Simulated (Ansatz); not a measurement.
**C₄H₉Al: density, localisation and related maps**

Input

```
crystal:
  periodic: [false, false, false]
  atoms:
    - {symbol: C, position_ang: [-2.497569, -0.026597, -0.292015]}
    - {symbol: C, position_ang: [-1.363301, 0.297544, -0.918994]}
    - {symbol: Al, position_ang: [0.377761, 0.052134, -0.075902]}
    - {symbol: C, position_ang: [0.452776, -0.686133, 1.734033]}
    - {symbol: C, position_ang: [2.005156, 0.542801, -1.042791]}
    - {symbol: H, position_ang: [-3.482604, 0.106385, -0.737321]}
    - {symbol: H, position_ang: [-2.498054, -0.445964, 0.712303]}
    - {symbol: H, position_ang: [-1.473018, 0.712807, -1.922485]}
    - {symbol: H, position_ang: [1.278479, -1.396963, 1.839984]}
    - {symbol: H, position_ang: [-0.466569, -1.191847, 2.040004]}
    - {symbol: H, position_ang: [0.639170, 0.112070, 2.462356]}
    - {symbol: H, position_ang: [2.269230, -0.241715, -1.762367]}
    - {symbol: H, position_ang: [1.876866, 1.461696, -1.623023]}
    - {symbol: H, position_ang: [2.868477, 0.674484, -0.385184]}
basis:
  gaussian: {orbitals: def2-TZVPP}
hamiltonian: {xc: pbe0, dispersion: d4}
output: {orbitals: {seedname: orbitals}}
```

Run with:

```sh
ansatz run in.yaml --threads 4 --pin off --events-out ev --progress --plain --max-ram 10444MiB
```

Geometry: PBE0-D4/def2-TZVP.

Theory: RKS PBE0-D4/def2-TZVPP in Ansatz 0.2.0.

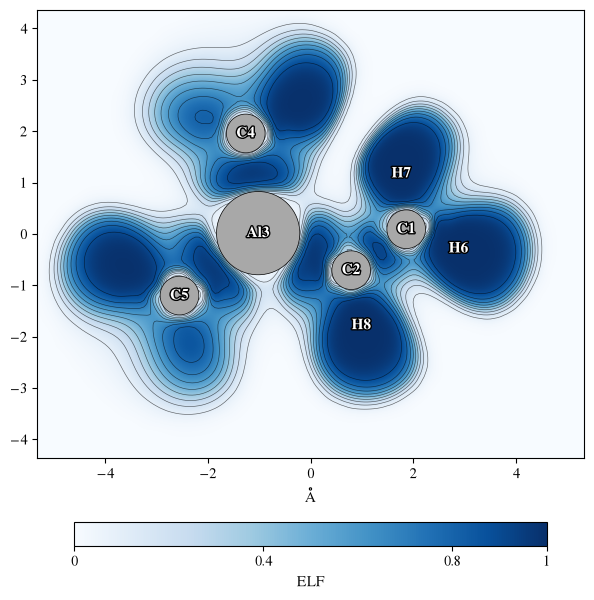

Figure 1. ELF on the plane of atoms Al3, C2 and H8. Grey discs cover the atomic cores.

Read the bonding off the picture.

Answer. The section cuts through C, Al and H sites. C–C (1.34 Å): the ELF peaks at about 0.90 between the atoms (a short, multiple covalent bond). C–Al (1.95 Å): the ELF peaks at about 0.95 between the atoms: a shared but strongly polarised pair. C–H (1.09 Å): the ELF climbs to about 1 towards the hydrogen, as it does in any bond to H (a covalent bond by its length).

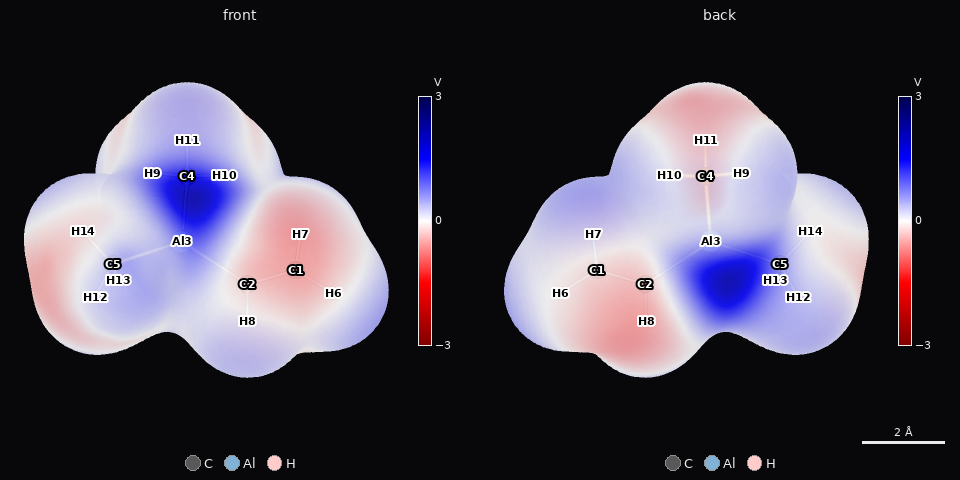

Figure 2. The molecular electrostatic potential painted on the density surface at 0.001 e/bohr³, seen from the front and from behind; the colour scale runs from red (negative) to blue (positive).

Where is the surface potential most negative and most positive?

Answer. The most negative region (about −0.6 V, or −14 kcal/mol for a unit charge) lies over the π face of C1 and C2, the most positive (about +2.0 V, or +46 kcal/mol for a unit charge) over Al3.

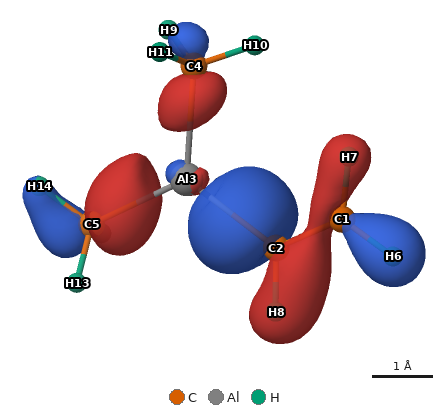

Figure 3. The HOMO at ±0.15 Å⁻³ᐟ² (red and blue are the two phases), seen at a tilt.

Describe this orbital and give its energy.

Answer. By Hirshfeld shares it lies mainly on C2 (about 35 %), Al3 (about 20 %), C5 (about 10 %), C1 (about 10 %), C4 (about 5 %) and H8 (about 5 %). Its energy is −7.61 eV.
